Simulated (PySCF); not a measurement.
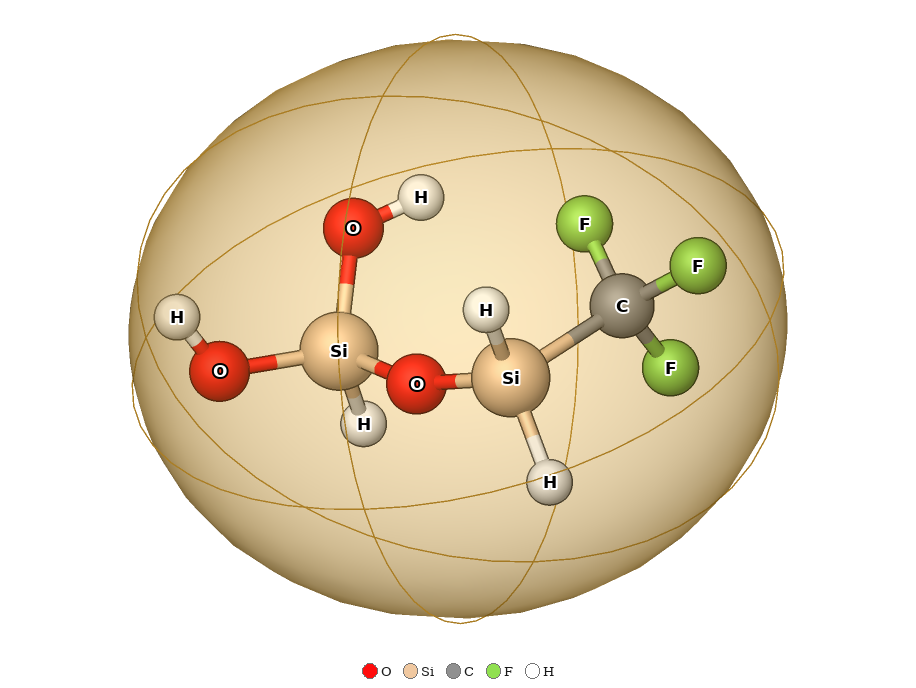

The ellipsoid shows the static dipole polarisability: its half-axes are proportional to the principal values. The computed structure is the end point of a GFN2-xTB optimisation. No frequency run is at hand to confirm it as a minimum. Method: B3LYP/def2-SVPD (PySCF 2.14.0).

Give the principal values, the mean and the anisotropy.

Principal values 68.3, 71.2, 80.3 bohr³; mean 73.3 bohr³ (10.86 Å³); anisotropy 10.8 bohr³, so the longest axis is 1.18 times the shortest.

The geometry is semi-empirical. Around Si such bond lengths and angles can be off by a tenth of an ångström or more and by several degrees, and values that hang on the shape move with them.
